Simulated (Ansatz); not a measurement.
System: spinel GeFe2O4. Method: BLYP (Ansatz, a program for electronic structure, plane waves, PAW).

Numerical settings: plane-wave cutoff 520 eV, 12×12×12 k mesh, Fermi–Dirac smearing 0.05 eV, spin-polarised with parallel moments, scalar-relativistic PAW data made under PBE.

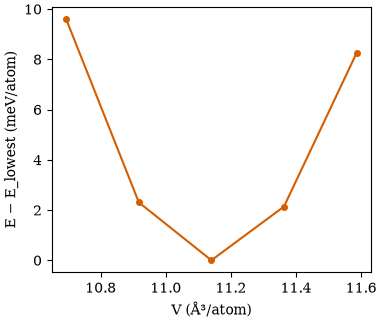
Figure. Total energy against volume

Q: From the curve, estimate the equilibrium volume and the bulk modulus.

A: V0 ≈ 11.1 Å³/atom and B0 ≈ 160 GPa; the fit gives V0 = 11.140 Å³/atom, B0 = 160 GPa, B′ = 4.7.

Note: the magnetic order was assumed, not searched for or taken from measurement; functionals without U or exact exchange can leave correlated insulators metallic, so the missing gap need not be real.

The computed numbers hold no vibrational or temperature effects.

Computing time: roughly 70 core-minutes.
